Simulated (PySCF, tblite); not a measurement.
# C5H17NSi2: geometry, infrared bands and NMR shifts

Aim: predict the infrared bands and NMR shifts of C5H17NSi2 (`CC(C)(C)[Si@](C)(N)[SiH3]`).

The runs use tblite 0.8.0 and PySCF 2.14.0, with density-fitted response routines of our own; the level of theory stands in each step. All values are computed, except where a source is named. Atoms are numbered from 0 throughout.

## 1. The molecule as given

25 atoms, charge 0, multiplicity 1; geometry from: force field or distance geometry start.

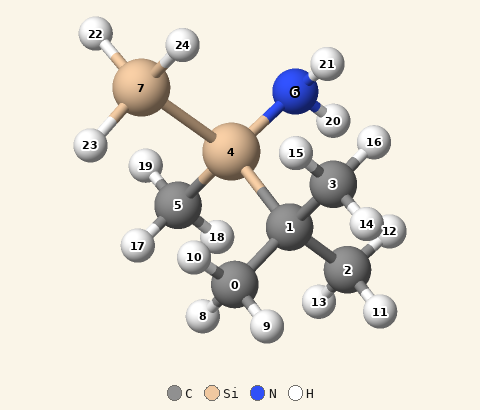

As it starts; carbon grey, silicon light orange, nitrogen blue, hydrogen white, atoms numbered.

## 2. Relaxing the molecule with GFN2-xTB

The job: settings as JSON, then the geometry in Å.

```
{"job": {"kind": "relax", "xc": "GFN2-xTB", "basis": "xTB"}, "charge": 0, "multiplicity": 1}
C     -1.271100     0.769000    -1.306900
C     -0.955700     0.167100     0.065500
C     -1.843100    -1.079200     0.298600
C     -1.257600     1.209700     1.167800
Si     0.993100    -0.399300     0.160700
C      1.326200    -1.635600    -1.200500
N      1.269200    -1.117700     1.681100
Si     2.354700     1.494400    -0.228900
H     -1.076400     0.060100    -2.116900
H     -2.342600     1.049300    -1.361300
H     -0.698300     1.675200    -1.504000
H     -2.915900    -0.802200     0.250600
H     -1.682800    -1.534200     1.284500
H     -1.675800    -1.842500    -0.471800
H     -2.316800     1.501900     1.155000
H     -0.668200     2.116500     1.062100
H     -1.047600     0.809200     2.179800
H      1.129200    -1.215600    -2.186100
H      0.702700    -2.520500    -1.076600
H      2.380800    -1.960500    -1.174000
H      0.668400    -1.929400     1.818900
H      1.037500    -0.476000     2.443000
H      3.791200     1.113200    -0.212700
H      1.994200     2.070700    -1.555000
H      2.093800     2.500400     0.836300
```

Launch:

```console
OMP_NUM_THREADS=1 python probes_run.py task.json out
```

This one command runs all jobs of the session in turn.

The log of the run:

```text
step      E/eV     max force
  0    -700.45528    2.489
  1    -700.57562    0.945
  2    -700.62069    0.592
  3    -700.65713    0.535
  4    -700.68007    0.579
  5    -700.69751    0.342
  6    -700.70760    0.227
  7    -700.71467    0.198
  8    -700.71929    0.159
  9    -700.72290    0.121
 10    -700.72629    0.125
 11    -700.72964    0.161
 12    -700.73294    0.146
 13    -700.73615    0.128
 14    -700.73906    0.111
 15    -700.74147    0.116
 16    -700.74351    0.131
 17    -700.74559    0.144
 18    -700.74800    0.124
 19    -700.75053    0.114
 20    -700.75280    0.119
 21    -700.75463    0.091
 22    -700.75607    0.089
 23    -700.75726    0.086
 24    -700.75833    0.093
 25    -700.75938    0.087
 26    -700.76047    0.076
 27    -700.76145    0.065
 28    -700.76214    0.052
 29    -700.76264    0.053
 30    -700.76315    0.063
 31    -700.76375    0.074
 32    -700.76433    0.055
 33    -700.76478    0.051
 34    -700.76513    0.043
 35    -700.76546    0.052
 36    -700.76578    0.052
 37    -700.76601    0.033
 38    -700.76619    0.026
 39    -700.76635    0.040
 40    -700.76655    0.057
 41    -700.76675    0.058
 42    -700.76692    0.040
 43    -700.76704    0.020
 44    -700.76712    0.019
 45    -700.76718    0.024
 46    -700.76725    0.023
 47    -700.76734    0.030
 48    -700.76745    0.036
 49    -700.76757    0.027
 50    -700.76766    0.025
 51    -700.76773    0.018
 52    -700.76779    0.021
 53    -700.76784    0.018
 54    -700.76789    0.016
 55    -700.76792    0.012
 56    -700.76796    0.015
 57    -700.76800    0.017
 58    -700.76804    0.012
 59    -700.76806    0.008
```

Wall time 1 s (1 thread of Arm Neoverse N1, shared host); peak memory 0.18 GiB.

Step by step: (not every step is listed)

```tsv
step	energy from step 0 (eV)	largest force (eV/Å)
0	0.0000	2.4888
1	-0.1203	0.9451
2	-0.1654	0.5923
3	-0.2019	0.5350
4	-0.2248	0.5789
5	-0.2422	0.3423
6	-0.2523	0.2272
7	-0.2594	0.1984
8	-0.2640	0.1590
12	-0.2777	0.1465
16	-0.2882	0.1311
20	-0.2975	0.1193
24	-0.3030	0.0928
28	-0.3069	0.0523
32	-0.3090	0.0551
36	-0.3105	0.0518
40	-0.3113	0.0572
44	-0.3118	0.0193
48	-0.3122	0.0357
52	-0.3125	0.0211
54	-0.3126	0.0156
55	-0.3126	0.0123
56	-0.3127	0.0151
57	-0.3127	0.0175
58	-0.3128	0.0121
59	-0.3128	0.0078
```

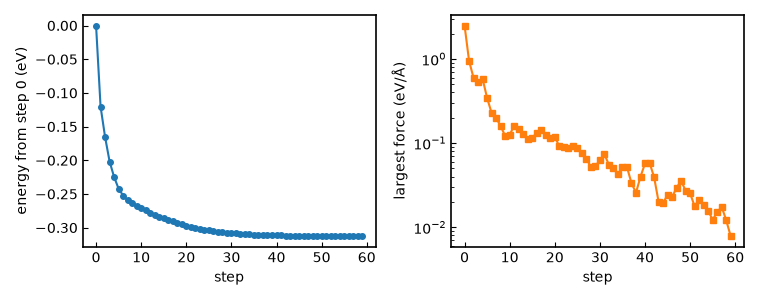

Energy and largest force along the relaxation.

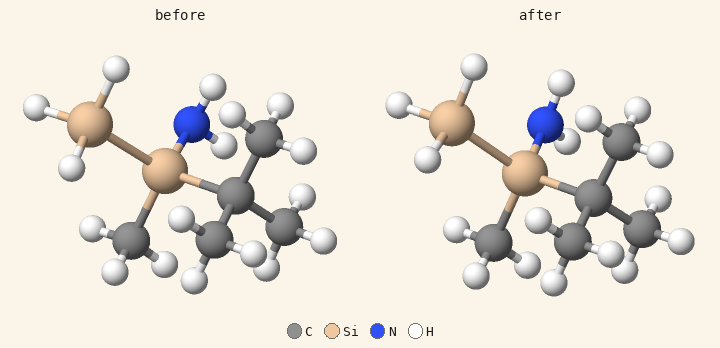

The geometry before (left) and after (right).

Close pairs (by a distance rule), those that changed most:

```tsv
bond	before (Å)	after (Å)	change (Å)
C1–Si4	2.032	1.943	-0.088
Si4–Si7	2.365	2.316	-0.049
Si4–C5	1.869	1.906	+0.038
Si4–N6	1.704	1.736	+0.031
Si7–H23	1.490	1.468	-0.022
Si7–H22	1.486	1.465	-0.021
C3–H16	1.108	1.089	-0.020
Si7–H24	1.488	1.469	-0.019
```

The end geometry stands in the next job.

## 3. Infrared spectrum with GFN2-xTB

The job: settings as JSON, then the geometry in Å.

```
{"job": {"kind": "ir", "xc": "GFN2-xTB", "basis": "xTB"}, "charge": 0, "multiplicity": 1}
C     -1.303172     0.778710    -1.329074
C     -0.975390     0.164936     0.031972
C     -1.876486    -1.049824     0.258424
C     -1.277062     1.199097     1.117313
Si     0.901670    -0.330639     0.120588
C      1.238745    -1.701233    -1.160845
N      1.334824    -1.066255     1.631625
Si     2.288381     1.504517    -0.148178
H     -1.133327     0.061648    -2.129397
H     -2.348161     1.087285    -1.368401
H     -0.683546     1.654059    -1.515977
H     -2.926791    -0.757683     0.237729
H     -1.674017    -1.505812     1.225972
H     -1.721314    -1.800434    -0.513169
H     -2.325548     1.496385     1.083785
H     -0.666937     2.090656     0.983722
H     -1.075215     0.791851     2.106611
H      1.070195    -1.347306    -2.172658
H      0.613031    -2.575264    -1.008075
H      2.272417    -2.023890    -1.094914
H      1.053115    -2.014102     1.825241
H      1.299614    -0.520610     2.476780
H      3.710929     1.156248    -0.115795
H      2.084111     2.202881    -1.423284
H      2.108999     2.528925     0.889140
```

The log of the run:

```text
mode    cm-1     km/mol
  1     -31.2      0.05
  2      44.0      0.02
  3     103.2      1.82
  4     106.5      0.34
  5     130.0      0.76
  6     140.9      2.28
  7     175.1      4.84
  8     178.2     10.26
  9     204.6      8.92
 10     214.1      0.22
 11     249.2      5.97
 12     250.3      9.72
 13     270.1      4.44
 14     279.5      4.26
 15     330.9      5.62
 16     387.2      5.06
 17     389.0      5.41
 18     436.0      4.87
 19     438.5     32.58
 20     465.0     68.80
 21     480.3    136.03
 22     595.2     29.85
 23     717.6     13.01
 24     774.6     11.24
 25     789.8    741.39
 26     807.1     21.14
 27     817.4    166.48
 28     823.5     48.38
 29     829.0    112.14
 30     876.3    110.12
 31     888.1    117.89
 32     964.3      0.03
 33     971.8      0.70
 34     973.2      0.75
 35    1031.7      3.55
 36    1034.4      1.95
 37    1221.2      2.56
 38    1224.2      2.21
 39    1228.6      3.03
 40    1372.0      9.70
 41    1409.8      1.80
 42    1411.5      2.36
 43    1432.3      0.66
 44    1492.3      2.29
 45    1494.6      0.34
 46    1501.3      0.13
 47    1502.7      0.04
 48    1506.0      0.25
 49    1516.9      6.40
 50    1517.7     21.64
 51    1518.1      0.29
 52    1522.1     22.32
 53    2200.1    392.94
 54    2209.0    296.24
 55    2238.3    275.28
 56    2990.0      2.87
 57    2991.7      5.62
 58    2998.2    169.47
 59    3010.8      1.83
 60    3017.9      7.88
 61    3019.4     96.72
 62    3022.4     49.78
 63    3028.0     13.87
 64    3031.8     40.55
 65    3036.8     56.17
 66    3047.7     37.86
 67    3051.4     21.75
 68    3464.9      1.31
 69    3505.7      2.99
```

It took 2.3 s on 1 thread of Arm Neoverse N1, shared host; peak memory 0.18 GiB.

Which atoms move in the most intense modes:

```tsv
cm⁻¹	km/mol	atoms
480	136.0	H21 22 %, N6 17 %, H20 17 %, Si4 14 %
790	741.4	H24 28 %, H23 26 %, H22 22 %
817	166.5	H24 46 %, H23 29 %, H22 13 %
888	117.9	Si4 16 %, N6 13 %, C1 11 %
2200	392.9	H24 89 %
2209	296.2	H23 88 %
2238	275.3	H22 95 %
2998	169.5	H9 47 %, H14 23 %, H11 18 %
```

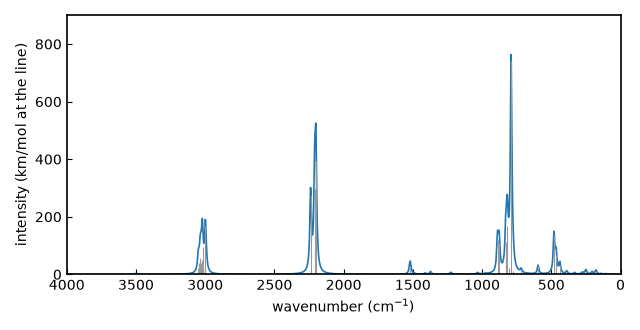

The infrared spectrum from these modes, unscaled. Lines are broadened to a width of 14 cm⁻¹ (Lorentzian).

## 4. Nuclear shieldings: PBE0/pcSseg-1

Settings changed since step 3:

```diff
@@ -1,2 +1,2 @@
-{"job": {"kind": "ir", "xc": "GFN2-xTB", "basis": "xTB"}, "charge": 0, "multiplicity": 1}
+{"job": {"kind": "nmr", "xc": "PBE0", "basis": "pcSseg-1"}, "charge": 0, "multiplicity": 1}
 C     -1.303172     0.778710    -1.329074
```

Level: GIAO PBE0/pcSseg-1 NMR shielding, non-relativistic, gas phase.

The log of the run:

```text
coarse grid: 20280 points
cycle   1  E = -833.7911046172  dE =  3.952e-01  |g| = 6.286e-01  |ddm| = 4.242e+00
cycle   2  E = -833.7471762547  dE =  4.393e-02  |g| = 7.668e-01  |ddm| = 1.212e+00
cycle   3  E = -833.8884081446  dE = -1.412e-01  |g| = 5.901e-02  |ddm| = 7.364e-01
cycle   4  E = -833.8890511684  dE = -6.430e-04  |g| = 2.826e-02  |ddm| = 8.415e-02
cycle   5  E = -833.8892280354  dE = -1.769e-04  |g| = 5.255e-03  |ddm| = 2.664e-02
cycle   6  E = -833.8892342597  dE = -6.224e-06  |g| = 1.819e-03  |ddm| = 8.312e-03
final grid: 182208 points
cycle   7  E = -833.9326212396  dE = -6.565e-05  |g| = 1.124e-02  |ddm| = 4.207e-02
cycle   8  E = -833.9326026394  dE =  1.860e-05  |g| = 1.409e-02  |ddm| = 2.458e-02
cycle   9  E = -833.9326537649  dE = -5.113e-05  |g| = 9.442e-04  |ddm| = 1.425e-02
cycle  10  E = -833.9326539486  dE = -1.838e-07  |g| = 3.284e-04  |ddm| = 1.231e-03
cycle  11  E = -833.9326539736  dE = -2.495e-08  |g| = 7.222e-05  |ddm| = 3.356e-04
cycle  12  E = -833.9326539745  dE = -9.154e-10  |g| = 3.264e-05  |ddm| = 9.276e-05
cycle  13  E = -833.9326539747  dE = -2.360e-10  |g| = 4.805e-06  |ddm| = 3.500e-05
converged SCF energy = -833.9326539747

GIAO shielding tensors (ppm)
atom      isotropic    diamagn.    paramagn.     s11        s22        s33       span
  0 C      158.794     250.251     -91.457    144.338    146.402    185.642     41.304
  1 C      161.770     250.926     -89.156    157.045    162.312    165.953      8.908
  2 C      160.321     249.846     -89.525    144.598    149.343    187.023     42.424
  3 C      157.527     250.408     -92.881    141.018    147.285    184.278     43.259
  4 Si     346.701     881.641    -534.940    317.243    358.273    364.589     47.346
  5 C      191.267     254.891     -63.624    185.070    192.801    195.929     10.859
  6 N      254.512     319.879     -65.367    219.782    265.475    278.279     58.497
  7 Si     476.749     881.636    -404.887    462.056    479.777    488.415     26.359
  8 H       30.820      33.392      -2.572     26.151     29.664     36.644     10.493
  9 H       30.982      32.614      -1.632     27.278     28.209     37.461     10.183
 10 H       30.796      33.222      -2.426     25.870     29.874     36.643     10.772
 11 H       31.065      32.504      -1.439     27.224     28.564     37.407     10.182
 12 H       30.643      33.203      -2.560     26.262     29.255     36.412     10.150
 13 H       30.775      33.327      -2.552     25.787     29.758     36.779     10.992
 14 H       31.003      32.669      -1.666     27.191     28.512     37.305     10.114
 15 H       30.728      33.299      -2.571     25.720     29.772     36.693     10.973
 16 H       30.569      33.441      -2.872     26.372     29.152     36.184      9.812
 17 H       31.656      32.535      -0.879     26.905     29.627     38.437     11.532
 18 H       31.412      32.725      -1.313     26.632     30.081     37.523     10.891
 19 H       31.512      30.398       1.115     26.802     28.458     39.277     12.475
 20 H       31.417      32.747      -1.330     24.418     27.210     42.623     18.205
 21 H       31.578      33.012      -1.434     24.043     27.668     43.022     18.978
 22 H       28.529      29.198      -0.670     24.829     26.024     34.733      9.904
 23 H       28.395      29.956      -1.561     24.446     26.987     33.751      9.305
 24 H       28.359      30.014      -1.654     24.580     26.983     33.516      8.936
```

Wall time 89 s (1 thread of Arm Neoverse N1, shared host); peak memory 1.2 GiB.

Shifts follow as δ = σ(reference) − σ, with reference shieldings (ppm) from runs at the same level and on the same kind of geometry: ¹H TMS 31.72, ¹³C TMS 186.9, ²⁹Si TMS 349.2, ¹⁵N NH3 267.7. The references are single molecules in the gas phase, so shifts against H2O, NH3, PH3, H3PO4 or CFCl3 are not on the usual liquid scales and can be off by tens of ppm. Atoms listed in one row are averaged.

```tsv
atoms	environment	σ (ppm)	δ (ppm)	δ scaled to CDCl3
C0, C2, C3	methyl carbon	158.9	28.0	25.5
C1	fully substituted sp3 carbon bonded to Si	161.8	25.2	22.6
C5	methyl carbon bonded to Si	191.3	-4.3	-6.2
H22, H23, H24	hydrogen on a silicon bonded to Si	28.43	3.29	–
H8, H9, H10, H11, H12 and 4 more	hydrogen on a methyl carbon	30.82	0.90	0.95
H20, H21	hydrogen on a nitrogen bonded to Si	31.50	0.22	–
H17, H18, H19	hydrogen on a methyl carbon bonded to Si	31.53	0.19	0.28
Si4	silicon bonded to 2 C, N, Si	346.7	2.5	–
Si7	silicon bonded to Si, 3 H	476.7	-127.6	–
N6	nitrogen bonded to Si, 2 H	254.5	13.2	–
```

The scaled column applies a straight-line fit of computed shieldings to shifts measured in CDCl3 (root-mean-square error 0.16 ppm for H, 1.9 ppm for C).

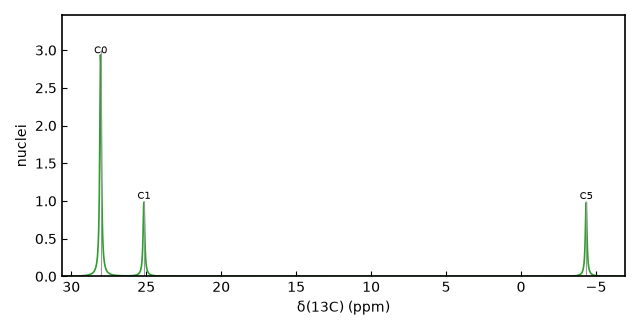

¹³C lines at the computed shifts, without couplings. Lines are broadened to a width of 0.13 ppm (Lorentzian).

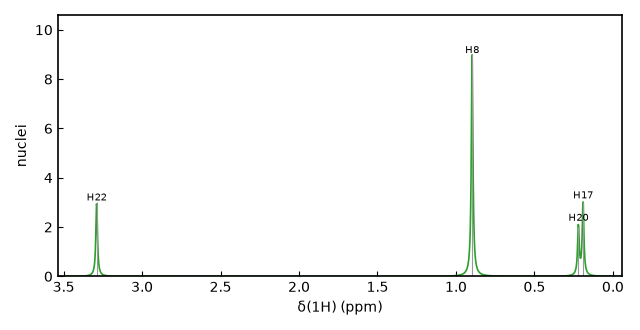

¹H lines at the computed shifts, without couplings. Lines are broadened to a width of 0.01 ppm (Lorentzian).

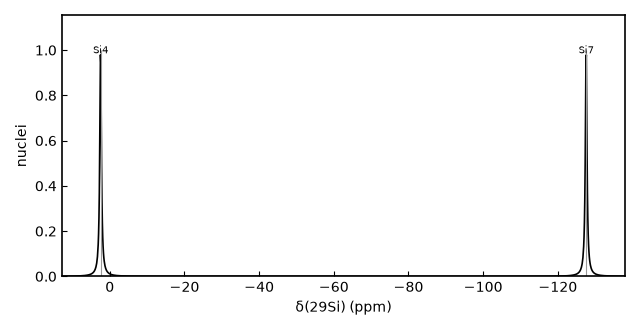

²⁹Si lines at the computed shifts, without couplings. Lines are broadened to a width of 0.52 ppm (Lorentzian).

The run also stored atomic charges by several schemes (e):

```tsv
atoms	Mulliken	IAO	Hirshfeld	ESP fit
C0, C2, C3	-0.18	-0.41	-0.12	-0.47
C1	-0.76	-0.21	-0.06	0.46
Si4	0.74	0.89	0.34	0.67
C5	-0.61	-0.71	-0.22	-0.61
N6	-0.63	-0.84	-0.32	-1.08
Si7	0.21	0.24	0.20	0.16
```

ESP fit charges:

C0 -0.60; C1 0.46; C2 -0.40; C3 -0.42; Si4 0.67; C5 -0.61; N6 -1.08; Si7 0.16; H8 0.13; H9 0.14; H10 0.12; H11 0.10; H12 0.06; H13 0.08; H14 0.11; H15 0.08; H16 0.07; H17 0.11; H18 0.15; H19 0.15; H20 0.40; H21 0.37; H22 -0.07; H23 -0.10; H24 -0.08

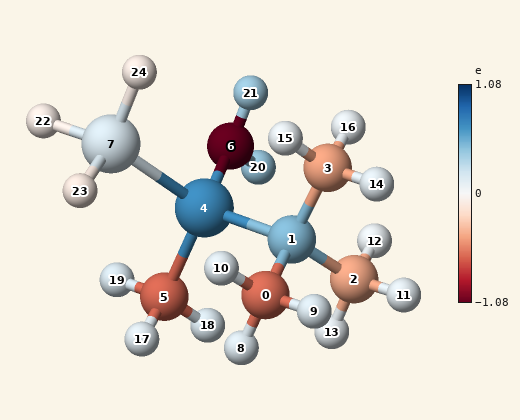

ESP fit charges, as colours on the atoms.

Mayer bond orders: C0–C1 1.01, C1–C2 1.02, C1–C3 1.02, C1–Si4 0.77, Si4–C5 0.96, Si4–N6 1.02, Si4–Si7 0.93.

## 5. What came out

```
                                                               quantity                       value
                              strongest single infrared mode (GFN2-xTB)        790 cm⁻¹, 741 km/mol
                                           zero-point energy (GFN2-xTB)              130.0 kcal/mol
¹³C shifts against TMS (PBE0/pcSseg-1, means over atoms taken as alike)        28.0, 25.2, -4.3 ppm
 ¹H shifts against TMS (PBE0/pcSseg-1, means over atoms taken as alike)  3.29, 0.90, 0.22, 0.19 ppm
                                ²⁹Si shifts against TMS (PBE0/pcSseg-1)             2.5, -127.6 ppm
                                 ¹⁵N shifts against NH3 (PBE0/pcSseg-1)                    13.2 ppm
```

**Reading.** The optimisation took 59 steps and gained 0.313 eV; among the close pairs (by a distance rule), C1–Si4 changed most, from 2.032 to 1.943 Å. The lowest mode is imaginary (31i cm⁻¹), so the xTB geometry is not a minimum. The strongest single mode, at 790 cm⁻¹, is spread over several atoms, H24, H23, H22 among them. Unscaled tight-binding wavenumbers are off by several per cent, some by more. Its intensities can rank the bands wrongly. At PBE0/pcSseg-1: The largest span, 58 ppm, is at N6, where the paramagnetic term is -65 ppm.
